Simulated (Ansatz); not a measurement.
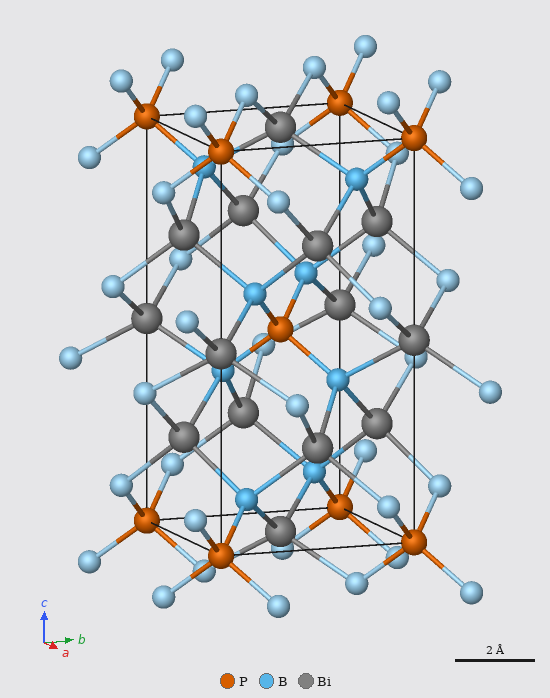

The figure gives a ball-and-stick picture of the atoms, viewed slightly off an axis. The parallelepiped is the conventional unit cell. Atoms outside the box are added where they are bonded to one inside, in fainter colours.

Bi₃B₄P, space group I-42m (No. 121), a = 5.243 Å, b = 5.243 Å, c = 10.424 Å, α = 90.00°, β = 90.00°, γ = 90.00°. The initial geometry was a structure type filled with these elements by a generator (whether the compound takes this form wasn't checked). Earlier steps of the study, as a rule a relaxation of our own, may have changed the cell and positions, so they can lie some per cent off the listed ones. It was the input of a calculation with Ansatz.

This one geometry was computed with Ansatz (DFT, plane waves, PAW) at five levels of theory: PBE with spin-orbit coupling, HSE06, PBE0, PBE and r2SCAN. It was relaxed beforehand with r2SCAN.

**Which level gives the highest pressure at this volume, and what does that say about its equilibrium volume?**

Highest: PBE with spin-orbit coupling (1.1 GPa) and PBE (1.3 GPa), which points to the largest equilibrium volume. Lowest, with the smallest volume: HSE06 (-1.8 GPa) and PBE0 (-2.0 GPa). Levels within 0.5 GPa of each other can't be told apart.

**How does the band gap change with the level of theory?**

PBE with spin-orbit coupling: a gap of 0.30 eV, indirect; PBE: a gap of 0.47 eV, indirect; r2SCAN: a gap of 0.61 eV, indirect; HSE06: a gap of 0.98 eV, indirect; PBE0: a gap of 1.61 eV, indirect.

**Collect the results in a table.**

| level | cutoff (eV) | k-mesh of the run's cell | gap (eV) | pressure (GPa) |
| --- | --- | --- | --- | --- |
| PBE with spin-orbit coupling | 420 | 8×8×8 | 0.30 | 1.1 |
| HSE06 | 420 | 4×4×4 | 0.98 | -1.8 |
| PBE0 | 420 | 4×4×4 | 1.61 | -2.0 |
| PBE | 420 | 8×8×8 | 0.47 | 1.3 |
| r2SCAN | 500 | 8×8×8 | 0.61 | 0.0 |

Gaps are taken on the k-mesh or band path of each run.
